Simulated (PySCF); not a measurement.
C₆H₈BFO (SMILES CCc1ccoc1BF)

```xyz
17

C    -2.1450   -0.1799    0.2423
C    -1.1317    0.1550   -0.8549
C     0.2477   -0.2147   -0.4288
C     0.9058   -1.4310   -0.7046
C     2.1194   -1.3507   -0.0826
O     2.2565   -0.1932    0.5504
C     1.1156    0.5345    0.3581
B     0.9597    1.9260    0.9743
F     1.9272    2.4216    1.7250
H    -3.1493    0.0856   -0.0784
H    -1.9086    0.3713    1.1489
H    -2.1225   -1.2432    0.4691
H    -1.3868   -0.3958   -1.7622
H    -1.1749    1.2229   -1.0710
H     0.5337   -2.2490   -1.2872
H     2.9367   -2.0444   -0.0296
H     0.0094    2.5971    0.8216
```

Geometry: GFN2-xTB.

These are results of wB97X-D/def2-SVPD, SCF density, gas phase in PySCF, not measurements.

Q: Predict the electron density and electron localisation function between the atoms.

A: B–F (1.32 Å): the density is about 2.2 e/Å³ at the midpoint; the ELF peaks at about 0.85 between the atoms; a shared but strongly polarised pair.
C–O (1.33 Å): the density is about 2.5 e/Å³ at the midpoint; the ELF peaks at about 0.90 between the atoms; a polar covalent bond.
C–C (1.37 Å): ρ at the midpoint is about 2.2 e/Å³; the ELF peaks at about 0.95 between the atoms, as expected for localised, covalent bonding.
C–B (1.53 Å): the density is about 1.5 e/Å³ at the midpoint; the ELF peaks at about 1 between the atoms; a covalent bond.

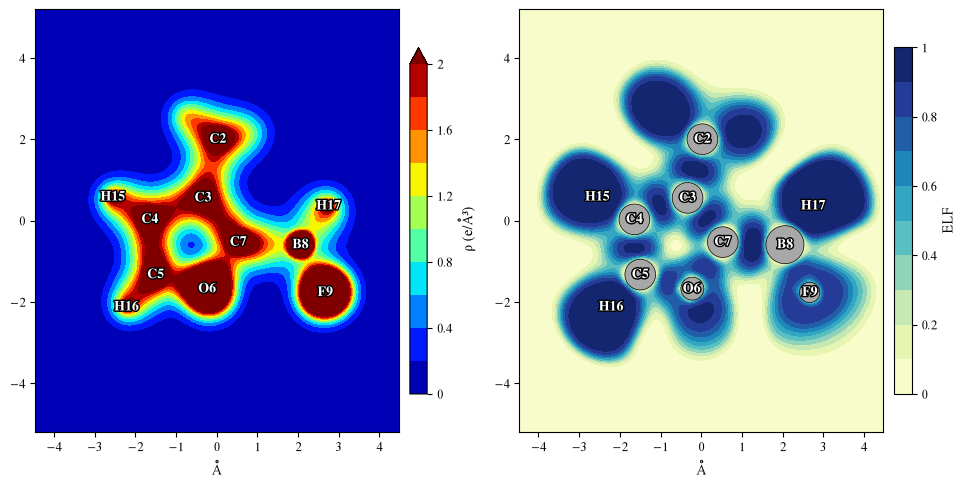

Computed electron density and electron localisation function on the plane of atoms C7, B8 and F9, in this order. Grey discs cover the atomic cores in the ELF map. 
